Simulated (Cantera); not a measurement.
A closed system holds: 1 mol PbO, 0.5 mol C, 20 mol N2, at 2.00 bar.

These are equilibrium values from Cantera (NASA tables, ideal gas, pure condensed phases), not measurements of a reactor. Candidate condensed phases: C, Pb, PbO, PbO2, Pb3O4; 27 gas species. Gases not in the tables: (PbO)n polymers. Kinetics and transport are ignored.

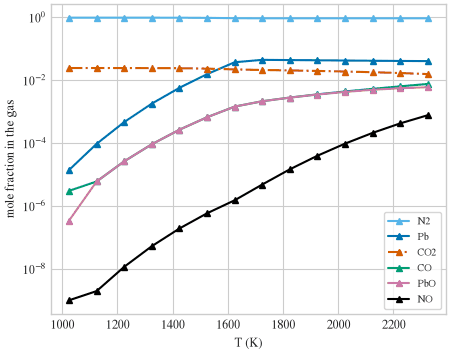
Figure: Equilibrium gas composition (values under 1e-9 drawn at 1e-9)

Q: Read off the mole fractions at 1125 K.

A: N2 about 0.98, CO2 about 0.024, Pb about 9.5e-5, CO about 6.0e-6, PbO about 6.0e-6.
